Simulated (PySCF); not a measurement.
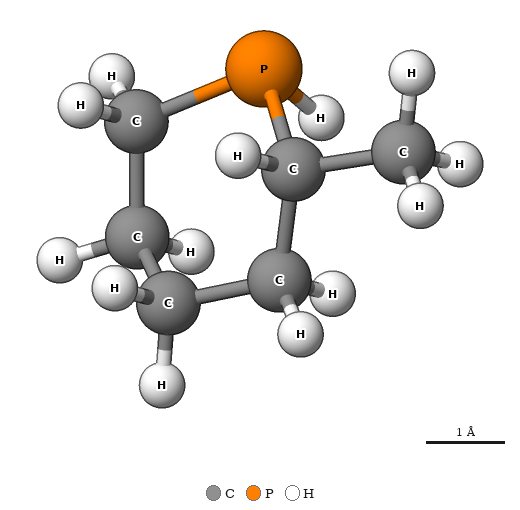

Figure 1. The structure (ball-and-stick view, seen at a tilt).

**C6H13P: excited-state calculation**

The run: excited-state calculation of C6H13P, SMILES C[C@@H]1CCCCP1. Method and program: TDDFT PBE0/def2-SVPD, vertical, gas phase, core orbitals frozen in the response (PySCF 2.14.0).

The geometry comes from this level: GFN2-xTB.

**What the program printed**
```
coarse grid: 16200 points
cycle   1  E = -577.0262363022  dE =  5.916e-01  |g| = 3.995e-01  |ddm| = 6.446e+00
cycle   2  E = -577.0091676907  dE =  1.707e-02  |g| = 4.852e-01  |ddm| = 1.456e+00
cycle   3  E = -577.0721876775  dE = -6.302e-02  |g| = 5.321e-02  |ddm| = 7.215e-01
cycle   4  E = -577.0728200351  dE = -6.324e-04  |g| = 2.319e-02  |ddm| = 1.838e-01
cycle   5  E = -577.0729516981  dE = -1.317e-04  |g| = 4.918e-03  |ddm| = 4.749e-02
cycle   6  E = -577.0729576915  dE = -5.993e-06  |g| = 8.504e-04  |ddm| = 1.448e-02
final grid: 149016 points
cycle   7  E = -577.1484097172  dE = -8.672e-05  |g| = 9.144e-03  |ddm| = 2.353e-01
cycle   8  E = -577.1483982681  dE =  1.145e-05  |g| = 1.124e-02  |ddm| = 3.295e-02
cycle   9  E = -577.1484318405  dE = -3.357e-05  |g| = 1.047e-03  |ddm| = 1.685e-02
cycle  10  E = -577.1484321176  dE = -2.771e-07  |g| = 2.892e-04  |ddm| = 3.536e-03
cycle  11  E = -577.1484321372  dE = -1.964e-08  |g| = 7.559e-05  |ddm| = 6.866e-04
cycle  12  E = -577.1484321387  dE = -1.477e-09  |g| = 1.503e-05  |ddm| = 2.655e-04
cycle  13  E = -577.1484321387  dE = -5.571e-11  |g| = 5.058e-06  |ddm| = 4.326e-05
```

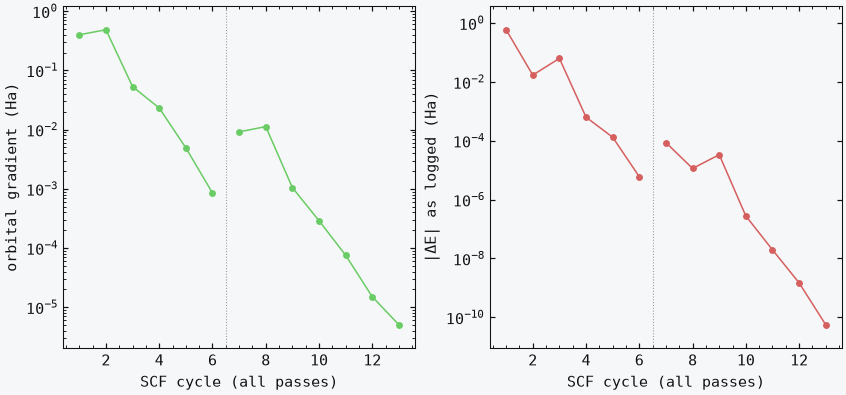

Figure 2. Convergence of the self-consistent field: orbital gradient and size of the energy change against the SCF cycle. The dotted line marks the change from a coarse to the final integration grid. The first 6 cycles use a coarse grid, the final grid takes over at cycle 7, and the field converges after 13 cycles in all.

```
converged SCF energy = -577.1484321387

Static polarisability (au): isotropic 94.514, principal 80.505 97.051 105.985

Singlet excitations
state   eV       nm        f      main configurations
  1   6.2414    198.6   0.03555   H->L+1 0.72, H->L 0.23
  2   6.3294    195.9   0.04270   H->L 0.64, H->L+1 0.24, H->L+2 0.08
  3   6.6621    186.1   0.01456   H->L+2 0.83
  4   6.8101    182.1   0.03532   H->L+3 0.88
  5   7.1614    173.1   0.06328   H->L+4 0.92
  6   7.3696    168.2   0.04995   H->L+5 0.89

Triplet excitations (Tamm-Dancoff, eV): 5.3158 5.3523
```

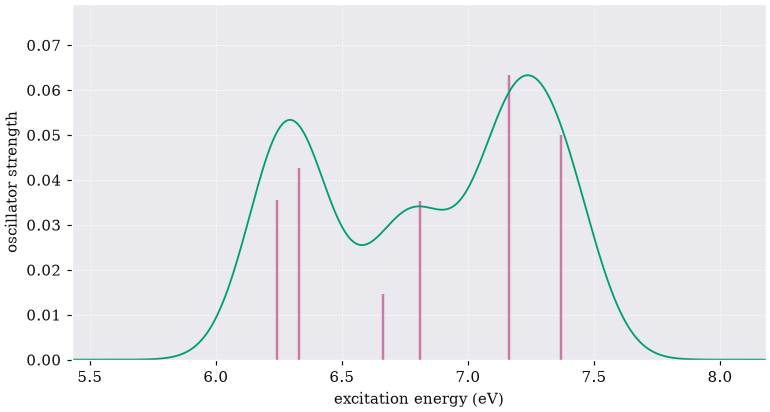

Figure 3. Computed excitations as sticks (degenerate states added up, dark ones marked on the axis), with a Gaussian envelope of 0.35 eV full width at half maximum, scaled to the tallest. Of the 6 states the lowest lies at 6.24 eV (f = 0.036); the strongest line is at 7.16 eV, or 173 nm (f = 0.063).

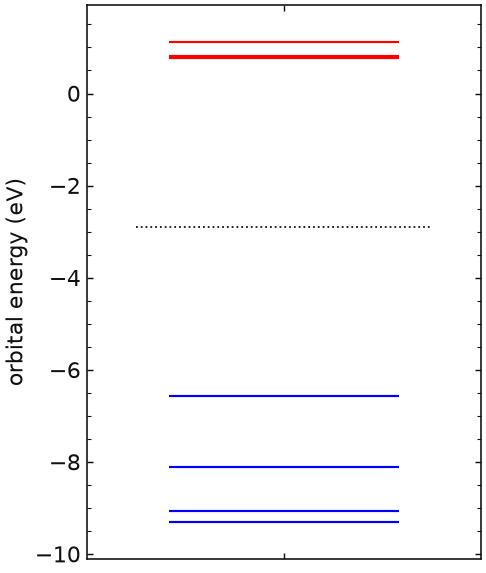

Figure 4. Orbital energies near the frontier; the dotted line parts filled from empty levels, and levels within 0.02 eV of each other stand side by side. Highest filled −6.58 eV, lowest empty 0.77 eV, 7.35 eV apart.

The run was set up as follows.

**Input**
```
{"job": {"kind": "uv", "xc": "PBE0", "basis": "def2-SVPD", "nstates": 6, "ntriplets": 2}, "charge": 0, "multiplicity": 1}
C     -2.541991    -0.094334     0.312796
C     -1.098819     0.352069     0.091436
C     -0.402756    -0.517786    -0.953165
C      1.013420    -0.048200    -1.272871
C      1.937416    -0.163788    -0.064965
C      1.495279     0.737510     1.081182
P     -0.204199     0.368574     1.733729
H     -2.572154    -1.121531     0.673378
H     -3.025948     0.540088     1.052977
H     -3.108158    -0.038044    -0.615735
H     -1.104008     1.393846    -0.257978
H     -0.368347    -1.551827    -0.597874
H     -0.999488    -0.506257    -1.870311
H      1.414025    -0.651116    -2.091365
H      0.984147     0.991380    -1.608664
H      1.957831    -1.202868     0.275057
H      2.954965     0.108460    -0.359143
H      1.495669     1.785315     0.763344
H      2.189332     0.653128     1.922714
H     -0.021366    -1.023940     1.782424
```

The first line tells a small driver script what to run in PySCF; the rest is the geometry in Å.

Launched with:
```bash
OMP_NUM_THREADS=1 python <driver script> task.json out
```

**Key numbers**

- outcome: converged
- total energy: −577.148432 hartree
- HOMO: −6.58 eV
- LUMO: 0.77 eV
- dipole moment: 1.54 D
- mean polarisability: 94.51 a.u.
- lowest singlet excitation: 6.24 eV
- hardware: 1 CPU thread, shared host
- wall time: 2 min
- peak memory: 1 GiB
